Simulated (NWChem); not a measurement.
# UM06-2X/SBKJC-VDZ (core potential) run of SiClF2 (SMILES F[Si](F)Cl)

Aim: the vertical ionisation energy of SiClF2 at UM06-2X/SBKJC-VDZ (core potential), from 2 runs. 

The results are computed with NWChem 7.3.0.

## Step 1: The system as given

SiClF2: 4 atoms, total charge 0, spin state doublet. SMILES: `F[Si](F)Cl`. The coordinates come from a PBE0-D4/def2-TZVP relaxation.

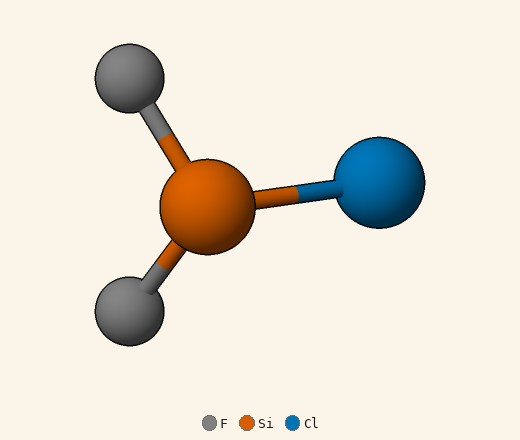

Viewed from a chosen angle; fluorine grey, silicon orange, chlorine blue.

## Step 2: A single-point energy at UM06-2X/SBKJC-VDZ (core potential)

File clf2si.nw:

```
start clf2si
title "ClF2Si"
memory total 2200 mb
geometry units au noautosym nocenter noautoz
  F    2.47213972   0.24377467   1.50800145
  Si   0.41800742  -0.59809832  -0.50210023
  F   -1.64746324  -2.18716902   0.97301998
  Cl  -1.24268390   2.54149267  -1.97911017
end
basis spherical bse
  * library SBKJC-VDZ
end
ecp bse
  F library SBKJC-VDZ
  Si library SBKJC-VDZ
  Cl library SBKJC-VDZ
end
dft
  xc m06-2x
  mult 2
  grid fine
  convergence energy 1e-08
  maxiter 100
  mulliken
  print low
end
task dft energy
```

Command:

```bash
nwchem clf2si.nw > clf2si.out
```

Standard output:

```text
[...]
 d= 0,ls=0.0,diis     1    -67.0124528654 -1.21D+02  2.11D-02  1.29D-01     0.7
[...]
 d= 0,ls=0.0,diis     9    -67.0942897588 -5.75D-09  1.25D-06  1.11D-09     5.1
[...]
         Total DFT energy =      -67.094289758796
      One electron energy =     -218.107115742987
           Coulomb energy =      110.788777709643
    Exchange-Corr. energy =      -13.469141746952
 Nuclear repulsion energy =       53.693190021500
[...]
      Total Density - Mulliken Population Analysis
     ---------------------------------------------
    Atom       Charge   Shell Charges
 -----------   ------   -------------------------------------------------------
    1 F    7     7.43   1.47  4.20  0.45  1.30
    2 Si   4     3.00   1.09  1.62  0.23  0.06
    3 F    7     7.43   1.47  4.20  0.45  1.30
    4 Cl   7     7.15   1.51  3.82  0.43  1.39
[...]
      <S2> =      0.7513 (Exact =     0.7500)
[...]
```

Wall time 5.7 s (1 thread of Intel Xeon Platinum 8488C (Sapphire Rapids), shared host); peak memory 0.11 GiB.

## Step 3: The singlet cation at the same level

File sp.nw:

```
echo
start sp
title "ClF2Si energy"
memory 2200 mb
charge 1

geometry noautosym nocenter noautoz
   F      1.308200     0.129000     0.798000
   Si     0.221200    -0.316500    -0.265700
   F     -0.871800    -1.157400     0.514900
   Cl    -0.657600     1.344900    -1.047300
end

basis spherical bse
   * library SBKJC-VDZ
end

ecp bse
   F library SBKJC-VDZ
   Si library SBKJC-VDZ
   Cl library SBKJC-VDZ
end

dft
   xc m06-2x
   mult 1
   grid fine
   convergence energy 1e-08
   maxiter 100
   mulliken
   print low
end

task dft energy
```

Command:

```bash
nwchem sp.nw > sp.out
```

Standard output:

```text
[...]
 d= 0,ls=0.0,diis     1    -66.4709997779 -1.20D+02  6.32D-02  1.57D+00     0.5
[...]
 d= 0,ls=0.0,diis    11    -66.6987430605 -7.20D-10  5.23D-07  3.14D-10     3.9
         Total DFT energy =      -66.698743060547
      One electron energy =     -211.752025642577
           Coulomb energy =      104.442450071066
    Exchange-Corr. energy =      -13.082361447900
 Nuclear repulsion energy =       53.693193958864
[...]
      Total Density - Mulliken Population Analysis
     ---------------------------------------------
    Atom       Charge   Shell Charges
 -----------   ------   -------------------------------------------------------
    1 F    7     7.31   1.49  4.17  0.45  1.20
    2 Si   4     2.55   0.98  1.58  0.02 -0.03
    3 F    7     7.31   1.49  4.17  0.45  1.20
    4 Cl   7     6.82   1.53  3.74  0.45  1.11
[...]
```

It took 4.5 s on 1 thread of Intel Xeon Platinum 8488C (Sapphire Rapids), shared host; peak memory 0.11 GiB.

## Step 4: Outcome

At UM06-2X/SBKJC-VDZ (core potential):

```
                                          quantity         value
                      doublet SiClF2: total energy  -67.09429 Eh
                              doublet SiClF2: ⟨S²⟩         0.751
                      singlet cation: total energy  -66.69874 Eh
vertical ionisation energy (to the singlet cation)     10.763 eV
```

In words: Removing an electron at fixed nuclei costs 10.76 eV (248 kcal/mol). Only the singlet of the ionised species was computed; a triplet could lie lower. Mulliken charges (doublet SiClF2) run from -0.43 on F1 to +1.00 on Si2; they depend strongly on the basis.
